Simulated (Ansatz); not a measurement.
## Geometry relaxation of CH8O2Si2

System: CH8O2Si2, SMILES CO[SiH2]O[SiH3].
Method: RKS PBE-D4/def2-SVP (Ansatz 0.2.0).

The geometry: force-field start. Figures and captions count atoms from 1; the log counts them from 0 in places.

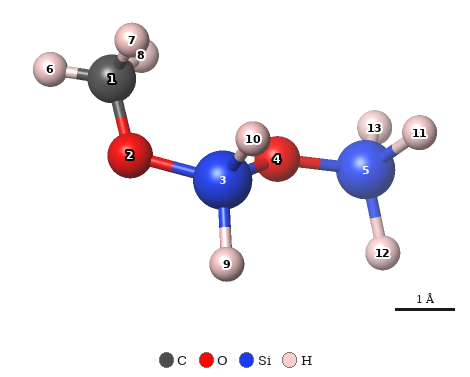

*The structure as given in the input (ball-and-stick view, seen at a tilt; atoms are numbered from 1 in the order of the input).*

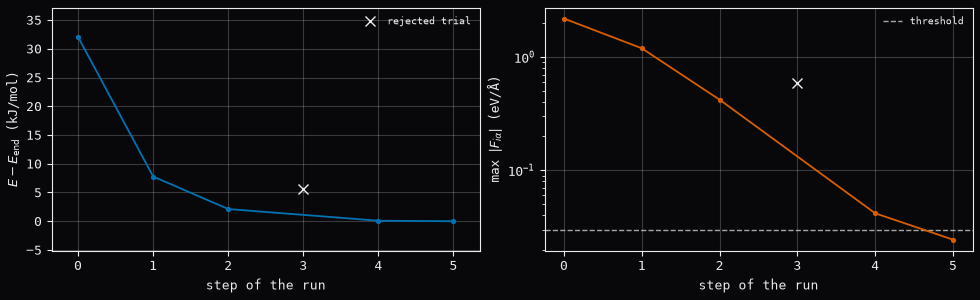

*Progress of the relaxation, step by step (the first geometry is step 0 here and step 1 in the log).*

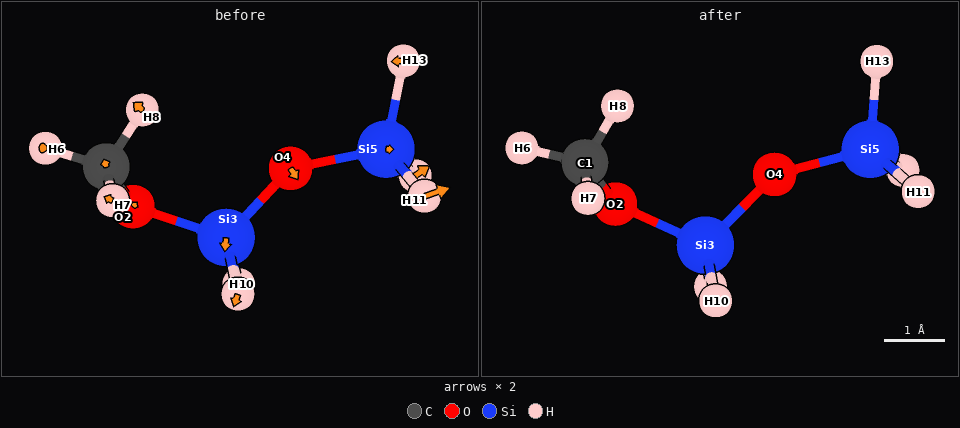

*Before (left) and after (right) the relaxation, at one scale (ball-and-stick view, seen at a tilt). The orange arrows give the displacements, magnified 2 times.*

The atom that moves furthest after the best rigid fit is H11 (0.24 Å). By element the largest moves are H 0.24 Å, Si 0.13 Å, O 0.13 Å, C 0.08 Å. Among the contacts that change: Si3–O4 1.593 → 1.669 Å, C1–O2 1.366 → 1.417 Å, Si5–H12 1.462 → 1.506 Å, Si5–H13 1.535 → 1.501 Å. Among the angles that change: H9–Si3–H10 106.2° → 112.5°, O2–Si3–O4 114.6° → 109.7°, C1–O2–Si3 119.0° → 123.6°. After 5 geometry steps the energy has fallen by 32.1 kJ/mol. Largest force component: 2.2 eV/Å at the start, 0.024 eV/Å at the end. The line search rejected the trial step at point 3 (counted from 0) and went back. (Atoms are counted from 1 in the order of the input.)

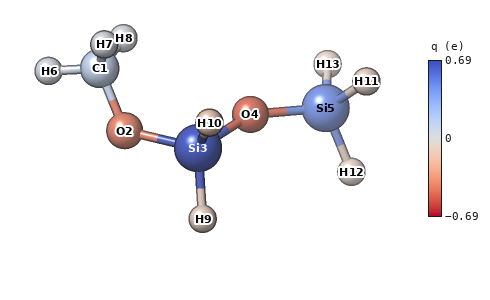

*Mulliken charges, as the colour of each atom (ball-and-stick view, seen at a tilt; atoms are numbered from 1 in the order of the input).*

By element: C +0.13, O −0.51 to −0.43, Si +0.49 to +0.66 and H −0.11 to +0.04 e.

The input and output of the run follow.

Input file
```yaml
crystal:
  periodic: [false, false, false]
  atoms:
    - {symbol: C, position_ang: [-1.125000, -0.714600, 2.031500]}
    - {symbol: O, position_ang: [-0.158500, -1.389900, 1.342400]}
    - {symbol: Si, position_ang: [0.821600, -0.550800, 0.308000]}
    - {symbol: O, position_ang: [0.057100, 0.173800, -0.887000]}
    - {symbol: Si, position_ang: [0.273500, 1.010800, -2.284500]}
    - {symbol: H, position_ang: [-1.716800, -1.356600, 2.658000]}
    - {symbol: H, position_ang: [-0.725700, 0.114700, 2.665900]}
    - {symbol: H, position_ang: [-1.852300, -0.218000, 1.307500]}
    - {symbol: H, position_ang: [1.847400, -1.468400, -0.221800]}
    - {symbol: H, position_ang: [1.566500, 0.493600, 1.119300]}
    - {symbol: H, position_ang: [1.022700, 2.248400, -1.918500]}
    - {symbol: H, position_ang: [1.077100, 0.199500, -3.197200]}
    - {symbol: H, position_ang: [-1.067200, 1.422700, -2.909000]}
basis:
  gaussian: {orbitals: def2-SVP}
hamiltonian: {xc: pbe, dispersion: d4}
relax: {f_tol: 0.03, max_steps: 200}
```

Log
```
Functional definition: PBE
  name "PBE"
  cite "Perdew, Burke & Ernzerhof, Phys. Rev. Lett. 77, 3865 (1996) doi:10.1103/PhysRevLett.77.3865"
  parent pbe
  parameter kappa = 0.804
  parameter beta = 0.06672455060314922
  exchange = pbe_x(kappa = kappa, mu = beta*pi^2/3)
  correlation = pbe_c(beta = beta)
1300 factors; their error is unknown
mean field evaluation 1: about -20985.4528 eV, gradient 7.2e1 eV
mean field evaluation 2: about -20949.9260 eV, gradient 1.5e2 eV
mean field evaluation 4: about -20995.4659 eV, gradient 8.7e0 eV
mean field evaluation 8: about -20995.6277 eV, gradient 2.2e-1 eV
mean field evaluation 16: about -20995.5444 eV, gradient 1.3e-4 eV
mean field -20995.54437017 eV, -771.5720243127 hartree, gradient 9.6e-6 eV, S^2 0.000000; 0 other end points of the search recorded, 0 dependent functions left out
the calculation of the forces begins
reference -20995.54441252 eV, -771.5720258690 hartree; 29, 29 occupied and 89, 89 virtual orbitals, 1300 factors
relax step   1: F+E_penalty+E_count = -20995.81302128 eV  Δ(F+E_penalty+E_count) = +0.000e0 eV  max|allowed force component| = 2.189e0 eV/Å  Δτ_max = 0.0000 Å  (27 SCF iters, accepted)
these checks for a lower state are left out or cut short: starts, cluster_reference, orbital_swaps, neighbouring_geometries, increment
1300 factors; their error is unknown
mean field -20995.79893924 eV, -771.5813795536 hartree, gradient 1.9e-5 eV, S^2 0.000000; 0 other end points of the search recorded, 0 dependent functions left out
the calculation of the forces begins
reference -20995.79898203 eV, -771.5813811257 hartree; 29, 29 occupied and 89, 89 virtual orbitals, 1300 factors
relax step   2: F+E_penalty+E_count = -20996.06459073 eV  Δ(F+E_penalty+E_count) = -2.516e-1 eV  max|allowed force component| = 1.196e0 eV/Å  Δτ_max = 0.1005 Å  (30 SCF iters, accepted)
these checks for a lower state are left out or cut short: starts, cluster_reference, orbital_swaps, neighbouring_geometries, increment
1300 factors; their error is unknown
mean field evaluation 32: about -20995.8598 eV, gradient 1.8e-5 eV
mean field -20995.85984346 eV, -771.5836177423 hartree, gradient 1.8e-5 eV, S^2 0.000000; 0 other end points of the search recorded, 0 dependent functions left out
the calculation of the forces begins
reference -20995.85988672 eV, -771.5836193320 hartree; 29, 29 occupied and 89, 89 virtual orbitals, 1300 factors
relax step   3: F+E_penalty+E_count = -20996.12323537 eV  Δ(F+E_penalty+E_count) = -5.864e-2 eV  max|allowed force component| = 4.204e-1 eV/Å  Δτ_max = 0.2000 Å  (28 SCF iters, accepted)
these checks for a lower state are left out or cut short: starts, cluster_reference, orbital_swaps, neighbouring_geometries, increment
1300 factors; their error is unknown
mean field -20995.82669531 eV, -771.5823995702 hartree, gradient 1.5e-5 eV, S^2 0.000000; 0 other end points of the search recorded, 0 dependent functions left out
the calculation of the forces begins
reference -20995.82673854 eV, -771.5824011589 hartree; 29, 29 occupied and 89, 89 virtual orbitals, 1300 factors
relax step   4: F+E_penalty+E_count = -20996.08748783 eV  Δ(F+E_penalty+E_count) = +3.575e-2 eV  max|allowed force component| = 5.895e-1 eV/Å  Δτ_max = 0.1292 Å  (27 SCF iters, rejected (line search))
these checks for a lower state are left out or cut short: starts, cluster_reference, orbital_swaps, neighbouring_geometries, increment
1300 factors; their error is unknown
mean field -20995.88241603 eV, -771.5844472690 hartree, gradient 2.0e-5 eV, S^2 0.000000; 0 other end points of the search recorded, 0 dependent functions left out
the calculation of the forces begins
reference -20995.88245932 eV, -771.5844488599 hartree; 29, 29 occupied and 89, 89 virtual orbitals, 1300 factors
relax step   5: F+E_penalty+E_count = -20996.14425867 eV  Δ(F+E_penalty+E_count) = -2.102e-2 eV  max|allowed force component| = 4.176e-2 eV/Å  Δτ_max = 0.0646 Å  (28 SCF iters, accepted)
these checks for a lower state are left out or cut short: starts, cluster_reference, orbital_swaps, neighbouring_geometries, increment
1300 factors; their error is unknown
mean field -20995.88323691 eV, -771.5844774356 hartree, gradient 1.8e-5 eV, S^2 0.000000; 0 other end points of the search recorded, 0 dependent functions left out
the calculation of the forces begins
reference -20995.88328026 eV, -771.5844790286 hartree; 29, 29 occupied and 89, 89 virtual orbitals, 1300 factors
relax step   6: F+E_penalty+E_count = -20996.14520990 eV  Δ(F+E_penalty+E_count) = -9.512e-4 eV  max|allowed force component| = 2.443e-2 eV/Å  Δτ_max = 0.0415 Å  (30 SCF iters, accepted)
1300 factors; their error is unknown
mean field evaluation 64: about -20995.9675 eV, gradient 3.8e-2 eV
mean field -20995.88323691 eV, -771.5844774356 hartree, gradient 1.8e-5 eV, S^2 0.000000; 1 other end points of the search recorded, 0 dependent functions left out
the calculation of the forces begins
reference -20995.88328026 eV, -771.5844790286 hartree; 29, 29 occupied and 89, 89 virtual orbitals, 1300 factors
Total energy: -20996.14525325 eV, -771.5941063584 hartree
Atom 0 at    -1.202571    -0.693972     2.044572 Å, force     0.011774    -0.004110    -0.024430 eV/Å
Atom 1 at    -0.189322    -1.351606     1.304049 Å, force    -0.007963     0.009187     0.001826 eV/Å
Atom 2 at     0.935561    -0.551769     0.370149 Å, force    -0.009774    -0.006796     0.019700 eV/Å
Atom 3 at     0.168462     0.236249    -0.884854 Å, force     0.011279     0.010206    -0.001986 eV/Å
Atom 4 at     0.294874     1.066443    -2.328783 Å, force    -0.005028     0.000752    -0.006479 eV/Å
Atom 5 at    -1.728490    -1.444850     2.667965 Å, force    -0.002111    -0.012712     0.013311 eV/Å
Atom 6 at    -0.789503     0.088508     2.723481 Å, force     0.003141     0.000240    -0.003374 eV/Å
Atom 7 at    -1.952562    -0.211680     1.378456 Å, force    -0.001081     0.005433     0.001100 eV/Å
Atom 8 at     1.851867    -1.614751    -0.149898 Å, force    -0.003430     0.003065     0.000491 eV/Å
Atom 9 at     1.658178     0.479707     1.197295 Å, force     0.003757     0.000379    -0.004178 eV/Å
Atom 10 at     1.022680     2.369638    -2.128030 Å, force    -0.000214    -0.001901     0.002195 eV/Å
Atom 11 at     1.042350     0.246846    -3.347090 Å, force    -0.000516    -0.001234     0.001404 eV/Å
Atom 12 at    -1.091124     1.346437    -2.832712 Å, force     0.000166    -0.002510     0.000420 eV/Å
Dipole moment:    -0.056457     0.183945     0.055491 e Å
```

Summary

```csv
quantity,value
outcome,converged
total energy,−20996.1453 eV
mean-field energy,−20995.8833 eV
dispersion energy,−0.2620 eV
SCF solution under orbital rotations,stable
largest force (length of the vector) at the end,0.027 eV/Å
dipole moment,0.96 D
hardware,"4 CPU threads, shared host"
wall time,8.5 s (CPU time 29 s)
peak memory,0.19 GiB
```
